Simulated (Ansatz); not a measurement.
Input

```
crystal:
  periodic: [false, false, false]
  atoms:
    - { symbol: Sn, position_ang: [-0.245366, 0.0, -0.193247] }
    - { symbol: H, position_ang: [1.927553, 0.0, 1.803102] }
    - { symbol: H, position_ang: [2.343979, 0.0, 1.221316] }
    - { symbol: H, position_ang: [-1.303333, 1.253475, -0.913336] }
    - { symbol: H, position_ang: [-1.303333, -1.253475, -0.913336] }
basis:
  gaussian: { orbitals: def2-SVP }
hamiltonian:
  xc: pbe0
relax:
  f_tol: 0.03
  max_steps: 50
output:
  orbitals: {}
```

Run with:

```sh
ansatz run input.yaml --threads 1 --pin off --max-ram 2048MiB --backend cpu --events-out ev --progress --plain --runs-dir out
```

The fields are those of the run's last geometry, not of the input's.

Core potentials replace the inner electrons of Sn.

Method: Ansatz 0.2.0, RKS PBE0/def2-SVP.

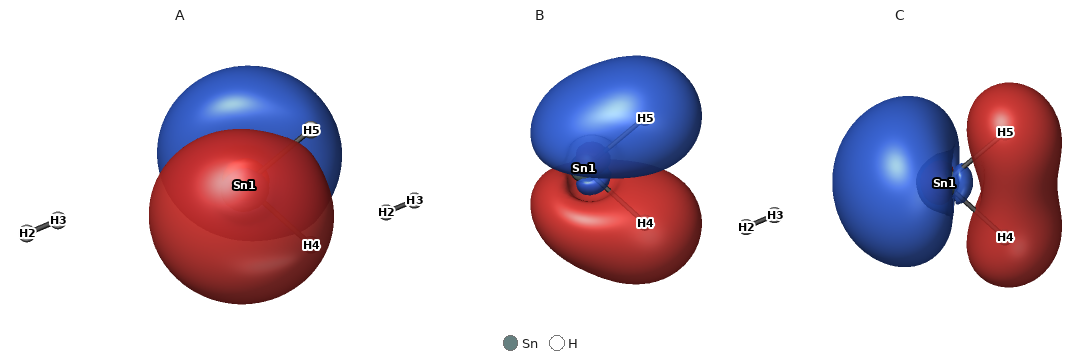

H2Sn···H2. Three frontier orbitals at ±0.08 Å⁻³ᐟ² (blue and red are the two phases), in no order.

Which picture is the HOMO−1, the HOMO and the LUMO?

B is the HOMO−1 (−8.21 eV). By Hirshfeld shares it lies mainly on Sn1 (about 45 %), H4 (about 25 %) and H5 (about 25 %). C is the HOMO (−6.59 eV). Its weight (Hirshfeld) is mainly on Sn1 (about 75 %), H4 (about 15 %) and H5 (about 15 %). A is the LUMO (−2.97 eV). It lies mainly on Sn1 (about 95 %).

What is the HOMO–LUMO gap?

3.62 eV between the orbital energies.
